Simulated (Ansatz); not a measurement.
## Resistivity from frozen vibrations: Al(111) with 4 thermally displaced layers, 2x2

Wanted: the phonon-limited resistivity of Al at 180 K by the Landauer route.

Calculated with Ansatz 0.2.0; Ansatz plane-wave DFT, PBE, PAW files; ballistic transport by layer matching (Landauer), zero bias; PAW set soft_1.

## 1. The starting structure

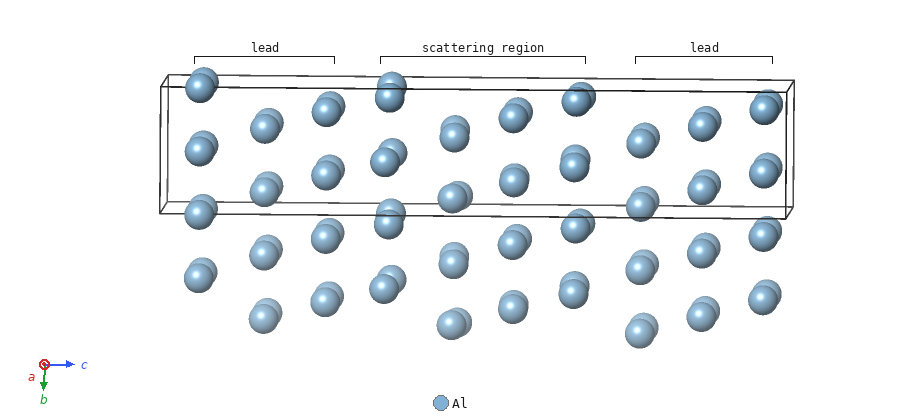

The cell as given, from the side, with the c axis across the page (aluminium light blue). 1×2×1 cells are drawn.

The cell holds 40 atoms: 40 Al. Cell: a = 5.725 Å, b = 5.725 Å, c = 23.429 Å, α = 93.5°, β = 86.5°, γ = 120.0°. It derives from Al. Regions: lead, 24 atoms (24 Al); scattering region, 16 atoms (16 Al). The structure is stacked along c, and the current runs across the ab planes.

## 2. With 4 displaced layers

Each atom of 4 layers is moved at random, by amounts drawn from a normal law 0.078 Å wide in each direction from the Debye model (428 K) at 180 K. The layers about the cell's end stay perfect and serve as the lead. Disorder leaves little or no symmetry, which makes such runs dear. Energies from -0.05 to 0.05 eV in steps of 0.05 eV are too few for the program's thermal sum, so it prints no conductance; for a metal the transmission near the Fermi level serves, at a fraction of the cost.

input.yaml reads:

```yaml
crystal:
  lattice:
    - [5.7246940741, 0.0, 0.0]
    - [-2.862347037, 4.957730497, 0.0]
    - [1.4311735185, -0.8262884162, 23.3709656917]
  atoms:
    - { symbol: Al, position: [0.9916666667, 0.0083333333, 0.05] }
    - { symbol: Al, position: [0.9916666667, 0.5083333333, 0.05] }
    - { symbol: Al, position: [0.4916666667, 0.0083333333, 0.05] }
    - { symbol: Al, position: [0.4916666667, 0.5083333333, 0.05] }
    - { symbol: Al, position: [0.1416666667, 0.3583333333, 0.15] }
    - { symbol: Al, position: [0.1416666667, 0.8583333333, 0.15] }
    - { symbol: Al, position: [0.6416666667, 0.3583333333, 0.15] }
    - { symbol: Al, position: [0.6416666667, 0.8583333333, 0.15] }
    - { symbol: Al, position: [0.2916666667, 0.2083333333, 0.25] }
    - { symbol: Al, position: [0.2916666667, 0.7083333333, 0.25] }
    - { symbol: Al, position: [0.7916666667, 0.2083333333, 0.25] }
    - { symbol: Al, position: [0.7916666667, 0.7083333333, 0.25] }
    - { symbol: Al, position: [0.9493939046, 0.0752119604, 0.3524760804] }
    - { symbol: Al, position: [0.9649452529, 0.5831414614, 0.3459747769] }
    - { symbol: Al, position: [0.4227872298, 0.037486572, 0.3496402265] }
    - { symbol: Al, position: [0.4548320913, 0.5582638289, 0.3516556878] }
    - { symbol: Al, position: [0.0672831393, 0.4101433774, 0.4469718185] }
    - { symbol: Al, position: [0.1223179725, 0.9228203376, 0.4531697712] }
    - { symbol: Al, position: [0.595335069, 0.4183456849, 0.4521966213] }
    - { symbol: Al, position: [0.5831217645, 0.9004409943, 0.4496167866] }
    - { symbol: Al, position: [0.2288941206, 0.2488209358, 0.5490538415] }
    - { symbol: Al, position: [0.2386567042, 0.7695068853, 0.5446708472] }
    - { symbol: Al, position: [0.7482733034, 0.2481833201, 0.5481771679] }
    - { symbol: Al, position: [0.7222559925, 0.7559251914, 0.5491730861] }
    - { symbol: Al, position: [0.8900235034, 0.0999840773, 0.6503130413] }
    - { symbol: Al, position: [0.9200088049, 0.6144516045, 0.6480845135] }
    - { symbol: Al, position: [0.4033143338, 0.1066365264, 0.6519828801] }
    - { symbol: Al, position: [0.3980155438, 0.6011039204, 0.6435549871] }
    - { symbol: Al, position: [0.0416666667, 0.4583333333, 0.75] }
    - { symbol: Al, position: [0.0416666667, 0.9583333333, 0.75] }
    - { symbol: Al, position: [0.5416666667, 0.4583333333, 0.75] }
    - { symbol: Al, position: [0.5416666667, 0.9583333333, 0.75] }
    - { symbol: Al, position: [0.1916666667, 0.3083333333, 0.85] }
    - { symbol: Al, position: [0.1916666667, 0.8083333333, 0.85] }
    - { symbol: Al, position: [0.6916666667, 0.3083333333, 0.85] }
    - { symbol: Al, position: [0.6916666667, 0.8083333333, 0.85] }
    - { symbol: Al, position: [0.8416666667, 0.1583333333, 0.95] }
    - { symbol: Al, position: [0.8416666667, 0.6583333333, 0.95] }
    - { symbol: Al, position: [0.3416666667, 0.1583333333, 0.95] }
    - { symbol: Al, position: [0.3416666667, 0.6583333333, 0.95] }
kpoints:
  mp_grid: { grid: [5, 5, 1] }
hamiltonian:
  xc: pbe
  pseudopotentials: { kind: paw, azcp: { folder: soft_1 } }
scf:
  occupations: { method: fermi_dirac, width: 0.1 }
output:
  transmission:
    leads: [[0, 4]]
    kmesh: [10, 10]
    e_range: [-0.05, 0.05]
    de: 0.05
  write_potential: true
  write_density: true
  volumetric_format: npy
  elf: true
```

Started as:

```console
ansatz run input.yaml --threads 4 --pin off --max-ram 15360MiB --backend cpu --events-out ev --progress --plain --runs-dir out
```

Numbers of over 12 decimals in the logs are rounded to 6 here.

The log of the run:

```text
Engine: ansatz 0.2.0, aarch64-unknown-linux-gnu
Pseudopotentials: kind: paw
Pseudopotential: Al, paw, valence charge 3, recommended cutoff 420 eV (normal), soft_1/Al.paw.azcp
Functional definition: PBE
  parameter kappa = 0.804
  parameter beta = 0.066725
  exchange = pbe_x(kappa = kappa, mu = beta*pi^2/3)
  correlation = pbe_c(beta = beta)
Crystal: 40 atoms, lattice volume = 663.303 Å³
Basis set: ecut = 420 eV, 13043 PW (Γ)
Bands: 100, of which v1, the nominal top of the filled ones, is band 60 counted from 1 (59 counted from 0)
Symmetry: 1 space group operations
Space group: P1 (ITA 1), of the structure as read, at distance tolerance 8.7e-5 Å
k-points: 13 of 25 (time reversal used)
Non-local potential: Al, projectors of the file, l = 0: 2, l = 1: 2, l = 2: 1
PAW form: soft (Blöchl's): semilocal exchange-correlation on the pseudo side does not see the compensation charge
PAW one-centre angular grid: Al, 110 points (default); XC on 64 Gauss nodes
Initial density: superposition of atomic densities (chi_scale 0.1, normalization cell)
Initial wavefunctions: pseudopotential atomic-orbital guess
Functional: x = pbe(κ = 0.804, μ = 0.219515), c = pbe(β = 0.066725)
SCF iter   1: F=—  HF=-21501.186651 eV  |F-HF|=—  |Δ(HF+E_count)|=         —  Δρ=2.28e-2  dr2=4.32e0  ethr=3.10e-3  ⟨swp⟩=6.3  Hψ=5941  notcnv=0  defer=32
preconditioner: auto → Kerker (q_TF=auto, 2.052 Å⁻¹)  [metal: Δε(μ)=0.008 eV  Ē_g=6.723 eV  σ=0.100 eV  W_gap=0.02  n_scr=86 (ndim 8)  ℏωp=15.8 eV  f_vac=0.000  D(μ)=19.65/eV (n_scr^D=138)]
SCF iter   2: F=—  HF=-21500.567981 eV  |F-HF|=—  |Δ(HF+E_count)|=   6.19e-1  Δρ=1.50e-2  dr2=1.73e0  ethr=3.10e-3  ⟨swp⟩=1.3  Hψ=1505  notcnv=0  defer=35
SCF iter   3: F=—  HF=-21499.762793 eV  |F-HF|=—  |Δ(HF+E_count)|=   8.05e-1  Δρ=1.10e-3  dr2=1.09e-2  ethr=1.44e-3  ⟨swp⟩=2.0  Hψ=1417  notcnv=0  defer=86
SCF iter   4: F=—  HF=-21499.756599 eV  |F-HF|=—  |Δ(HF+E_count)|=   6.19e-3  Δρ=1.79e-4  dr2=2.98e-4  ethr=9.05e-6  ⟨swp⟩=2.8  Hψ=1968  notcnv=0  defer=104
SCF iter   5: F=—  HF=-21499.756514 eV  |F-HF|=—  |Δ(HF+E_count)|=   8.48e-5  Δρ=2.32e-5  dr2=5.02e-6  ethr=2.48e-7  ⟨swp⟩=2.7  Hψ=2074  notcnv=0  defer=104
SCF iter   6: F=—  HF=-21499.756501 eV  |F-HF|=—  |Δ(HF+E_count)|=   1.37e-5  Δρ=3.73e-6  dr2=1.48e-7  ethr=4.18e-9  ⟨swp⟩=1.3  Hψ=1313  notcnv=0  defer=104
SCF iter   7: F=-21499.756501 eV  HF=-21499.756501 eV  |F-HF|=3.89e-9  |Δ(HF+E_count)|=   3.14e-9  Δρ=8.14e-7  dr2=7.91e-9  ethr=8.33e-11  ⟨swp⟩=13.2  Hψ=5051  notcnv=0
SCF 1 converged in 7 iterations: F = -21499.756501 eV  dr2 = 7.91e-9
  greatest PAW one-centre occupation: 0.451 electrons in one spin orbital (limit 2), on the Al atom at site 17 (counted from 0), in its partial waves of l = 0
transmission: 159 of 1508 steps passed
transmission: 306 of 1508 steps passed
[...]
transmission: 1508 of 1508 steps passed
SCF converged after 7 iterations
Free energy (F): -21499.756501 eV
Harris-Foulkes:  -21499.756501 eV  (|F-HF|=3.89e-9)
Internal energy: -21499.112050 eV  (E = F + TS)
E sigma→0 (E₀):  -21499.434275 eV
Entropy (-TS):   -0.644451 eV (-16.111 meV/atom)
Fermi energy:    7.934226 eV
--- Per-component energies (eV) ---
  E_band       = 416.899720
  E_kinetic    = 898.426870
  E_local      = 412.223587  (includes V_loc(G=0)·N_el)
  E_nonlocal   = 399.826803
  E_hartree    = 5.595303
  E_xc         = -1506.183486
  E_vxc        = -1165.055644  (∫ρ·V_xc dr)
  E_paw        = -18776.125187  (= ΣΔE_a)
  E_vpaw       = -139.712556  (= ΣTr[D̂ρ^β])
  E_aug_tail   = -0.000083  (compensation charges beyond the density's cutoff)
  E_ewald      = -2932.875857
  E_smearing   = -0.644451  (= −TS)
  E_closure    = 0.000000  (closes the sum)
  Σ components = -21499.756501   (vs F -21499.756501, Δ=0.00e0)
--- Band table (eV; the first three rows and the last of 13) ---
  k-point 0: bands = [... 56 lower, 6.2856, 6.7344, 6.7526, 6.7695, 6.7889, 7.0927, 7.1202, 7.1541, ... 36 higher]
  k-point 1: bands = [... 56 lower, 6.6487, 6.9185, 7.0484, 7.2141, 7.3664, 7.4051, 7.4643, 7.5612, ... 36 higher]
  k-point 2: bands = [... 56 lower, 7.8437, 7.9373, 8.0437, 8.1006, 8.1557, 8.1988, 8.2362, 8.3707, ... 36 higher]
  k-point 12: bands = [... 56 lower, 7.4562, 7.5388, 7.7862, 7.9561, 7.9844, 8.0029, 8.0767, 8.1038, ... 36 higher]
--- Transmission ---
  basis      : 253 plane waves across, 29 finite elements along
  points     : 52, standing for a mesh of 10 x 10
  energies   : 3 from -0.050000 to 0.050000 eV about the Fermi level, 0.050000 eV apart; the leads are filled to 0.000000 eV, and channels, transmission and decay are at 0.000000 eV
  crystal 0  : Al4, at the sites [0, 4], period 2.3371 Å, over 14.02 Å; its Hamiltonian steps by up to 5.7 meV
    offset         : up to 0.0000 Å between an atom of the period and one for which it stands
    channels       : 5.410000e0 a spin
    conductance    : none, the energies end too early or step too widely for 300 K: set another output.transmission.e_range or a lower de, or, where they end at an eighth of basis.ecutwfc, a higher one
  junction   : crystal 0 to crystal 0, 0.70 to 21.73 Å
    transmission   : 5.224566e0 a spin
    conductance    : none, the energies end too early or step too widely for 300 K: set another output.transmission.e_range or a lower de, or, where they end at an eighth of basis.ecutwfc, a higher one
```

The job ended after 6.7 min (4 threads of Arm Neoverse V1, shared host; peak memory 1.8 GiB).

This step gave:

| Item | Value |
| --- | --- |
| free energy | -21499.7565 eV |
| energy at zero smearing | -21499.4343 eV |
| Fermi energy | 7.934 eV |
| cell area | 28.38 Å² |
| transmission at the energy nearest the Fermi level, one spin | 5.225 |
| channels at the energy nearest the Fermi level, one spin | 5.41 |
| step of the lead's Hamiltonian | 5.7 meV |

Per spin. Transmission, zone mean against energy, zero at the Fermi level:

```
energy (eV)  transmission, zone mean
    -0.0500                     5.14
     0.0000                     5.22
     0.0500                     5.37
```

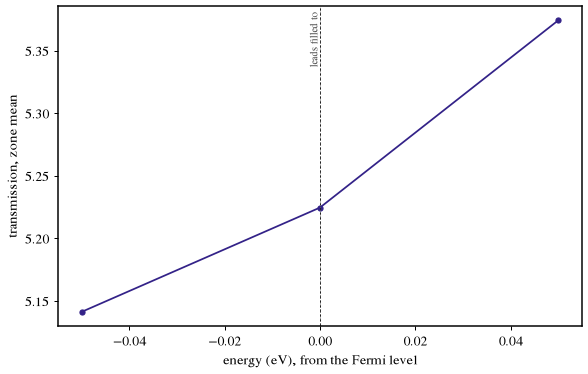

Transmission, zone mean against energy.

Per spin. Open channels, zone mean, lead against energy, zero at the Fermi level:

```csv
energy (eV),"open channels, zone mean, lead"
-0.0500,5.29
0.0000,5.41
0.0500,5.59
```

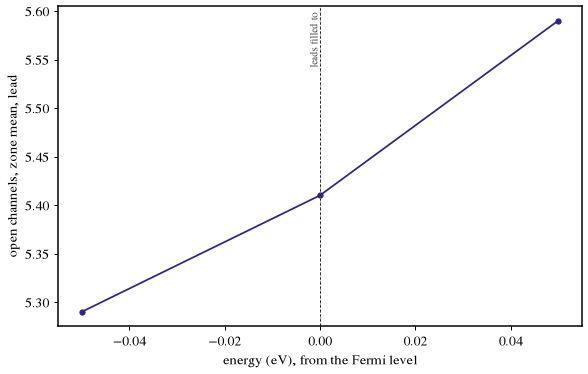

Open channels, zone mean, lead, plotted against energy.

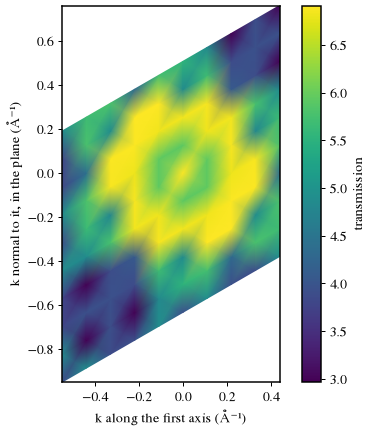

Transmission over k1 and k2. At 0.0000 eV from the Fermi level.

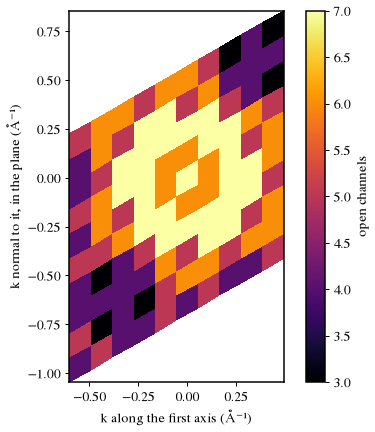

Open channels over k1 and k2. At 0.0000 eV from the Fermi level.

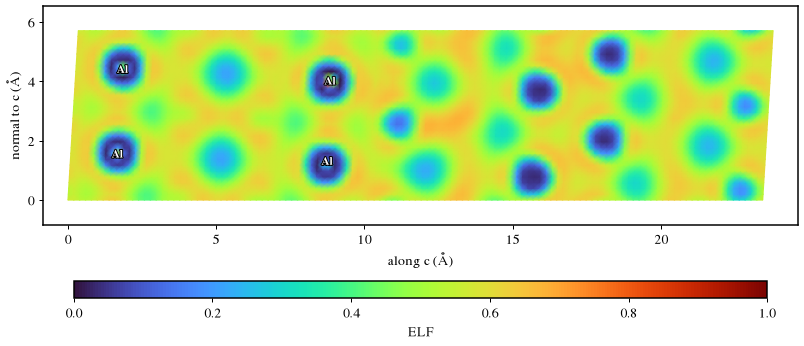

ELF in the ca plane at fractional y = 0.037, with atoms of Al within 0.2 Å of it. It is the smooth field of the valence electrons, not physical close to the nuclei. The map starts off the cell's origin, so that atoms lie inside it.

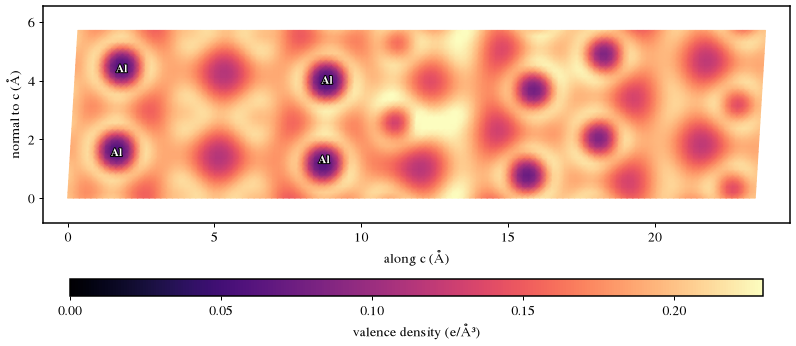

Valence density in the ca plane at fractional y = 0.037, with atoms of Al within 0.2 Å of it. It is the smooth field of the valence electrons, not physical close to the nuclei. The map starts off the cell's origin, so that atoms lie inside it.

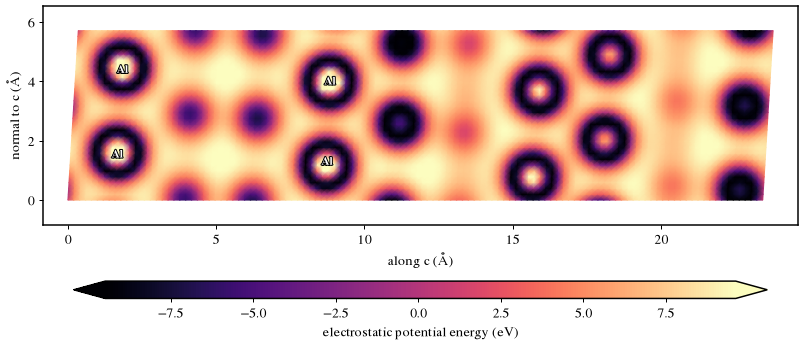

Electrostatic potential energy in the ca plane at fractional y = 0.037, with atoms of Al within 0.2 Å of it. With pseudopotentials it is smooth inside the atoms' cores, unlike the true potential. The map starts off the cell's origin, so that atoms lie inside it.

Over the solved energies the transmission per spin lies between 5.14 and 5.37, out of 5.43 channels of the lead on average (up to 5.59).

(Continued in part 2 of 2.)

[Logs are printed without paths, hosts, clocks, repeated set-up lines and the standing remarks that a program may print on its own settings, such as how far it seeks lower states.]

[Hosts, paths, dates, database ids (printed as entryN), source tags and the programs' standing remarks are cut or masked in the printed files.]
